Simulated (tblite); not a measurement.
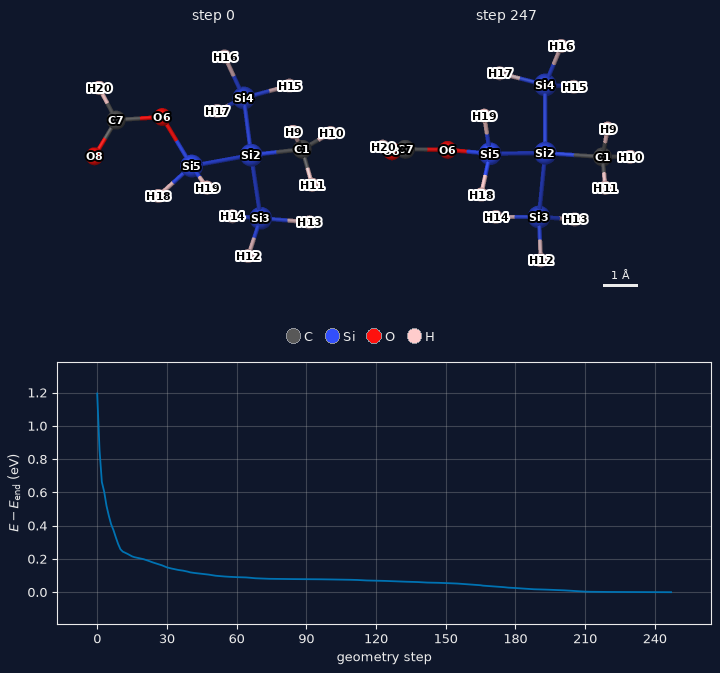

First and last geometry of a relaxation of C$_{2}$H$_{12}$O$_{2}$Si$_{4}$, with the history of the run. Style: ball-and-stick. Shown at a tilt.

Level of theory: GFN2-xTB geometry optimisation, gas phase in tblite 0.8.0. 

**Read the history and describe the run.**

It converged. The energy falls by 1.195 eV in 247 geometry steps. The largest move after the best rigid fit is that of H20, 2.69 Å. By element the largest moves are H 2.69 Å, O 1.41 Å, C 1.26 Å, Si 0.66 Å. Near-neighbour distances that change, for instance: Si2–Si4 2.213 → 2.354 Å, Si2–Si3 2.228 → 2.354 Å, Si2–Si5 2.203 → 2.322 Å, O6–C7 1.392 → 1.303 Å. Among the angles between lasting bonds that change: Si2–Si5–O6 114.3° → 92.3°, Si2–Si5–H19 108.5° → 121.8°, Si2–Si5–H18 110.6° → 120.9°. Groups turn about Si2–Si5 by about 90°, Si2–Si4 by about 30°, Si5–O6 by about 25°.
